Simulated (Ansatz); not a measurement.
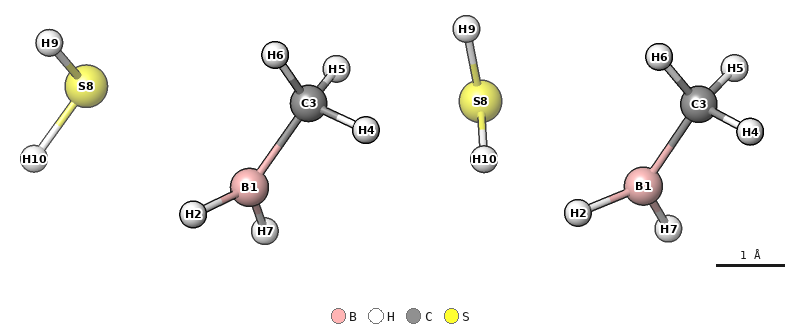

Two geometries of CH7BS, drawn at one scale. One is the start of a relaxation, the other its converged end. Style: ball-and-stick. Shown at a tilt.

All numbers below come from RHF/cc-pVDZ in Ansatz 0.2.0. Settings: no spin polarisation; force threshold 0.03 eV/Å; at most 50 steps.

Which geometry has the lower energy?

Answer. The left one is the relaxed one. The run prepares an end point of a later path (reaction) calculation, from a guessed geometry. Over 22 accepted moves (28 points after the start) the energy falls by 18.4 kJ/mol. Largest force component: 1.1 eV/Å at the start, 0.028 eV/Å at the end. The line search rejected the trial steps at points 5, 8, 17, 18, 25, 27 of the run. The forces were under the threshold at step 10, but the run went on from there. H10 moves most after the best rigid fit: 1.21 Å. Largest moves by element: H 1.21 Å, S 0.24 Å, B 0.22 Å, C 0.15 Å. Near-neighbour distances that change, for instance: S8–H10 1.369 → 1.340 Å, B1–H2 1.196 → 1.204 Å.

Limits of the set-up: Hartree-Fock leaves out electron correlation.
